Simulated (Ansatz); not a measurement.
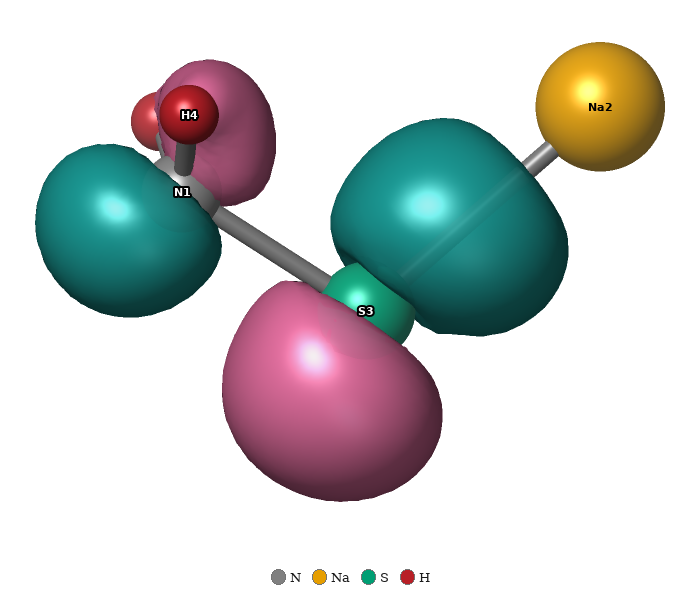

Figure 1: H2NNaS (SMILES N[S][Na]). The HOMO at ±0.15 Å⁻³ᐟ² (teal and pink are the two phases), seen at a tilt.

Geometry: B3LYP-D3(BJ)/def2-SVP.

These are results of isolated molecule in a Gaussian basis; Kohn-Sham density functional theory, functional PBE0 (Ansatz), not measurements.

```xyz
5

N    -1.8581    0.9385   -0.1468
Na    1.2935    1.6820    1.1191
S    -0.2055    0.3390   -0.3964
H    -2.1469    0.8210    0.8239
H    -1.9258    1.9301   -0.3742
```

### What is the character of this orbital?

It lies mainly on S3 (about 60 %), N1 (about 25 %) and Na2 (about 10 %); π-antibonding (π*) across S3–N1. Its energy is −4.61 eV.
